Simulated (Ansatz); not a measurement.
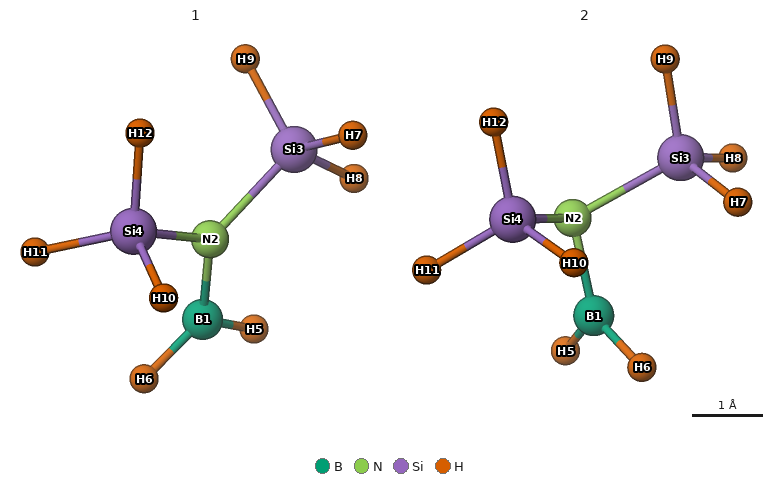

Two geometries of BSi2NH8 (coarse preliminary run), drawn at one scale. One is the start of a relaxation, the other its converged end. Style: ball-and-stick. Shown from a free direction.

The calculation used RKS PBE-D4/def2-SVP (Ansatz). (force threshold 0.03 eV/Å; at most 200 steps)

> Which geometry has the lower energy?

Structure 1 is the relaxed one. The start comes from a force field. H6 moves most after the best rigid fit: 1.64 Å. Largest moves by element: H 1.64 Å, N 0.65 Å, Si 0.29 Å, B 0.09 Å. Near-neighbour distances that change, for instance: Si3–H8 1.408 → 1.498 Å, N2–Si4 1.867 → 1.791 Å, Si4–H10 1.436 → 1.503 Å, B1–N2 1.466 → 1.420 Å. Among the angles between lasting bonds that change: B1–N2–Si3 107.8° → 122.1°, Si3–N2–Si4 108.1° → 120.1°, B1–N2–Si4 106.2° → 117.8°. After 19 accepted moves (20 points after the start) the energy has fallen by 31.3 kcal/mol. The largest force component goes from 2.2 to 0.016 eV/Å. The line search rejected the trial step at point 12 of the run. The forces were under the threshold at step 11, but the run went on from there.
